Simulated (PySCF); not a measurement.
# AlN2: doublet, from a linear start

Where does doublet AlN2 go from a linear start, is the end point a minimum, and what are its modes, charges and moments?

The runs use PySCF 2.14.0; PBE0, basis Al def2-TZVP, N def2-TZVP, no relativity, density fitting.

### Step 1. Starting geometry

3 atoms, charge 0, spin multiplicity 2.

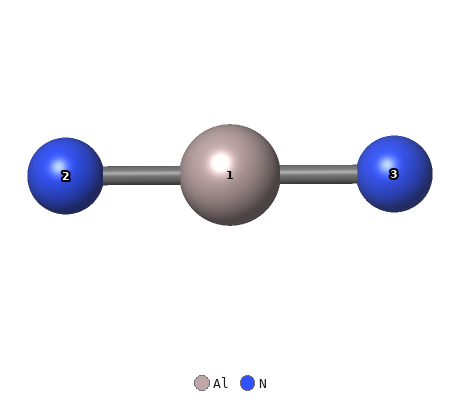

As it starts; aluminium light grey, nitrogen blue; atoms are numbered from 1 in the order of the file.

```xyz
3
charge 0 multiplicity 2
Al    0.0000    0.0000    0.0000
N     0.0000    0.0000    1.7300
N     0.0000    0.0000   -1.7300
```

### Step 2. The SCF at the typed geometry

One driver script runs all steps and calls PySCF; scf.py shows how it sets up the SCF of each step. The optimiser is the driver's own. After this first run the driver tries any further starts and a stability analysis.

Contents of scf.py:

```python
from pyscf import gto, scf, dft
mol = gto.M(atom='''
Al     0.000000     0.000000     0.000000
N      0.000000     0.000000     1.730000
N      0.000000     0.000000    -1.730000''',
    basis={'Al': 'def2-TZVP', 'N': 'def2-TZVP'},
    charge=0, spin=1)
mf = dft.UKS(mol, xc='PBE0')
mf.grids.atom_grid = (50, 194)
aux = {'Al': 'def2-universal-JKFIT', 'N': 'def2-universal-JKFIT'}
mf = mf.density_fit(auxbasis=aux)
mf.conv_tol = 1e-08
mf.diis_space = 10
mf.max_cycle = 60
mf.init_guess = 'minao'
mf.verbose = 4
mf.kernel()
```

The run is started by

```bash
$ OMP_NUM_THREADS=4 python axn.py task.json out
```

The runs that follow: Relaxation: linear start, doublet; Relaxing without the symmetry constraint; Vibrations and properties at this point.

**Question.** What will these runs give? Wanted: minimum; geometry; wavenumbers; dipole moment; highest occupied, lowest empty level; polar-tensor charge of Al1; zero-point energy; atomisation energy; ⟨S²⟩.

**Answer**, as computed:

| quantity | value |
| --- | --- |
| minimum | broken-symmetry (Ms = 1/2), C∞v |
| geometry | Al–N 1.739 Å, Al–N 1.869 Å; N–Al–N 180.0° |
| wavenumbers (cm⁻¹) | 132, 142, 581, 913 |
| dipole moment | 2.46 D |
| highest occupied, lowest empty level (either spin) | -6.90, -4.27 eV |
| polar-tensor charge of Al1 | +0.36 e |
| zero-point energy | 10.6 kJ/mol |
| entropy at 298.15 K | 257.7 J/(mol K) |
| atomisation energy (no zero-point energy) | 421 kJ/mol |
| ⟨S²⟩ | 1.752 |

In words: The linear start (D∞h) ends in a minimum of C∞v symmetry. The determinant is spin-contaminated (⟨S²⟩ = 1.75 against 0.75), so it is no pure spin state. The strongest infrared band lies at 132 cm⁻¹ (bend). The first SCF alone would have been 168 kJ/mol too high. Other starts or spin states, not run here, may lie lower. The SCF density has lower symmetry than the nuclear frame.
